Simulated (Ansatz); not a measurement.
Hg (R-3m, No. 166, 1 atoms in the cell) was calculated with PBE+SOC in Ansatz (PAW).

Settings: plane-wave cutoff 520 eV, 20×20×20 k mesh, Fermi–Dirac smearing 0.05 eV, PAW data made under PBE.

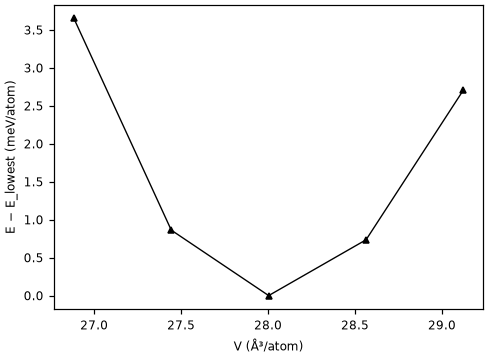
Fig. 1. Total energy against volume

From the curve, estimate the equilibrium volume and the bulk modulus.

V0 ≈ 28.0 Å³/atom and B0 ≈ 22 GPa; the fit gives V0 = 28.006 Å³/atom, B0 = 22.4 GPa, B′ = 9.9.

Shape and atoms are relaxed at each volume.

Note: the relaxation could not lower the start's symmetry, so the cell can be a saddle point above a distorted one; the bulk modulus comes from volumes at which shape and atoms were relaxed.

Static lattice: no zero-point or thermal effects.

Ansatz is a quantum-chemistry and plane-wave program.
